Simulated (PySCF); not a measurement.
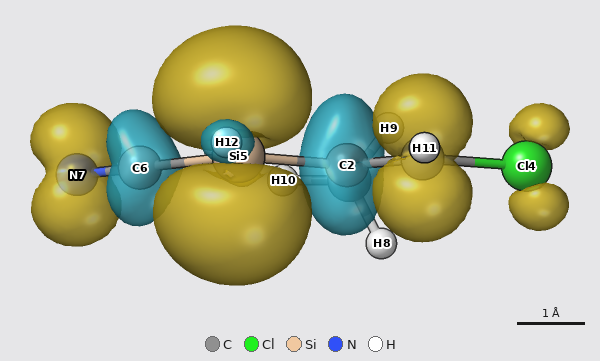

C4H5ClNSi (SMILES C/C(=C\Cl)[SiH]C#N) (doublet). Isosurfaces of the spin density (α minus β) at +0.015 (yellow) and −0.015 e/Å³ (cyan), seen from one side.

Geometry: GFN2-xTB.

The calculation used PySCF 2.14.0, density-fitted response routines, UKS B3LYP, pcH-1 on C Cl H N Si, non-relativistic, mean-field spin-orbit, GIAO.

```xyz
12

C    -0.5838   -1.2483   -0.0158
C    -0.4206    0.2424   -0.1128
C    -1.4597    1.0351   -0.4210
Cl   -3.0407    0.4211   -0.7243
Si    1.2365    0.9864    0.1949
C     2.5896   -0.1682    0.5837
N     3.4511   -0.8967    0.8336
H    -0.8857   -1.6530   -0.9815
H    -1.3663   -1.4926    0.7018
H     0.3390   -1.7339    0.2911
H    -1.3956    2.1080   -0.5036
H     1.5373    2.3990    0.1278
```

> Describe the spin distribution.

The unpaired spin (1 electron) lies mostly on Si5 (about 0.6), C3 (about 0.2) and N7 (about 0.1), in electrons by Hirshfeld's partition.
